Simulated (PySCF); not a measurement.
Input file:

```
{"job": {"kind": "nmr", "xc": "PBE0", "basis": "pcSseg-1", "pop": false}, "charge": 0, "multiplicity": 1}
C     -3.307500    -0.042100    -1.028700
S     -2.413700    -1.183400     0.017900
C     -0.755000    -0.459900    -0.013100
C      0.298200    -1.261900    -0.284700
O      1.568200    -0.756800    -0.409900
C      1.790300     0.615200    -0.053000
C      3.261300     0.666700     0.110500
N      4.381900     0.730500     0.243200
H     -4.336600    -0.166300    -0.639400
H     -3.254100    -0.448100    -2.036300
H     -2.966200     0.964800    -0.856300
H     -0.806900     0.560400     0.307600
H      0.284100    -2.303100    -0.395600
H      1.437700     1.252700    -0.896700
H      1.469300     0.887600     0.936400
```

Command:

```sh
OMP_NUM_THREADS=1 python probes_run.py task.json out
```

Geometry: GFN2-xTB, MD frame at 250 fs, 300 K.

Theory: PySCF 2.14.0, PBE0/pcSseg-1, SCF density, gas phase, non-relativistic.

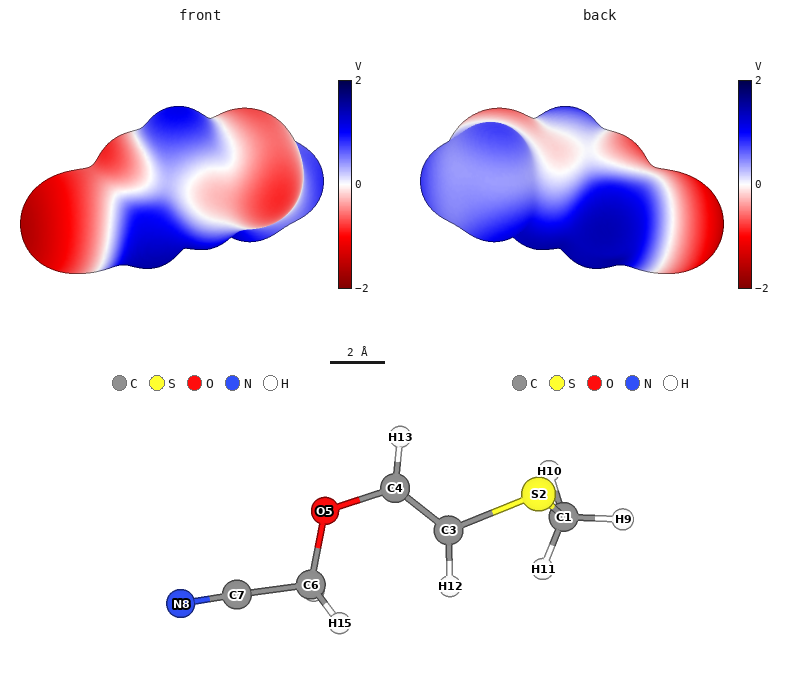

C5H7NOS. The molecular electrostatic potential painted on the density surface at 0.001 e/bohr³, seen from the front and from behind; the colour scale runs from red (negative) to blue (positive). The bare structure is drawn below in the same view.

### Describe the electrostatic potential map.

The most negative region (about −1.5 V, or −35 kcal/mol for a unit charge) lies over N8, the most positive (about +1.5 V, or +35 kcal/mol for a unit charge) over C6, H12, H14 and H15. N8 is the likeliest acceptor of a hydrogen bond.

### What dipole moment does the calculation give?

Its dipole moment is 4.20 D.
